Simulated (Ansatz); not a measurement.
Fields on a plane of ZnCu2SnSe4 (space group I-42m)

```xyz
8
Lattice="-2.8449 2.8449 5.7081 2.8449 -2.8449 5.7081 2.8449 2.8449 -5.7081" Properties=species:S:1:pos:R:3 pbc="T T T"
Zn     0.0000     0.0000     0.0000
Cu     0.0000     2.8449     2.8541
Cu     2.8449     0.0000     2.8541
Sn     0.0000     0.0000     5.7081
Se     1.4728     1.4728     4.1757
Se     1.4728    -1.4728     7.2406
Se     1.3721     1.3721    -1.5325
Se    -1.4728     1.4728     7.2406
```

The slice is a (001) plane (indices of the conventional cell) through the point (0.107, 0.107, 0.482) (fractional), spanned by u = [101] and v = [011] in vectors of this cell: u (5.69 Å) and v (5.69 Å, at 90° to u). It covers one period; positions are fractions (u, v).

Atoms on it: Se at (0.52, 0.52); Se at (0.00, 0.00).

All values below come from r2SCAN (plane waves to 500 eV, PAW, scalar-relativistic; Ansatz, an electronic-structure program). k mesh 8×8×8. Near the nuclei the fields are pseudised (PAW); where an atom keeps semicore shells as valence, they peak there. At this level the bands of ZnCu2SnSe4 touch or barely overlap. ZnCu2SnSe4 is run without spin polarisation. ZnCu2SnSe4 was relaxed with its symmetry unable to fall.

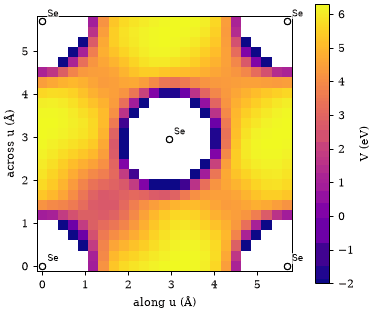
*Electrostatic potential energy of an electron, from the cell's mean, in eV, one period of the plane, atoms marked. Points within 1 Å of a nucleus are left white, as the pseudised field means little there. Values under -2 eV are set to -2. The zero, the cell's mean, hangs on the PAW cores.*

```
|998877554433222211110000000000001111223344557788|
|777766554433222211110000000000001111223344446677|
|555555443333222211111111000000111111223333444455|
|444444333333222222111111111111111111222233334444|
|333333333322222222222222222222221111222222333333|
|222222222222222222223333333333222222222222222222|
|222222222222222233333344444433333322221111111111|
|111111111122222233334444444444443333221111111111|
|000000111122223333445555666655444433222211110000|
|000000001122223344445577888877554433332211000000|
|000000001111223344556688999988664444332211000000|
|000000001111223344556688999988664444332211000000|
|000000001111223344446677888877554444332211110000|
|000000001111223333445566666655554433332211110000|
|000011111111222233444444555544443333222211111111|
|111111111122222233333344444444333333222222111111|
|222222222222222222223333333333332222222222222222|
|332222222222222222222222222222222222222222222222|
|333333332222222222111111111122222222222233333333|
|444444333322222211111111111111111122223333334444|
|555544443333222211110000000000111122223333445555|
|777766444433222211110000000000001122223344556677|
|998877554433222211000000000000001122223344557788|
|999977554433332211000000000000001122223344557799|
```
Scale: ten equal steps from -1.81 (start of '0') to 1.66 (end of '9'), in the order '0123456789'. Values: log₁₀ of the valence density in e/Å³. The map has 24 points along u (two characters each, u = 0 at the left) and 24 along v (v = 0 in the bottom row). The scale is logarithmic, as a density can span decades between atoms and voids.
